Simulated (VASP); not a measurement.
Band structure of RbBr (rock salt). Calculation: revTPSS meta-GGA, VASP's PBE PAW potentials (set 64) (plane waves; VASP).

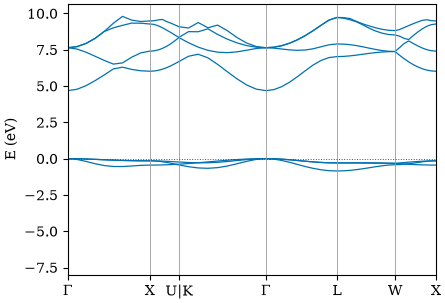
Fig. 1. Bands along high-symmetry lines, zero at the valence-band maximum or, without a gap, the Fermi level

Problem. Read the plot: is there a gap, and where are the band edges?

Solution. The gap is direct, 4.68 eV, from the valence maximum at Γ to the conduction minimum at Γ.

Measured: gap 7.20 eV (computed value off by -2.52 eV), as given by Aguado et al., (1998), arXiv:cond-mat/9809176.

The compound is RbBr in the rock salt structure. It was relaxed first, which changed the volume by +5 %.
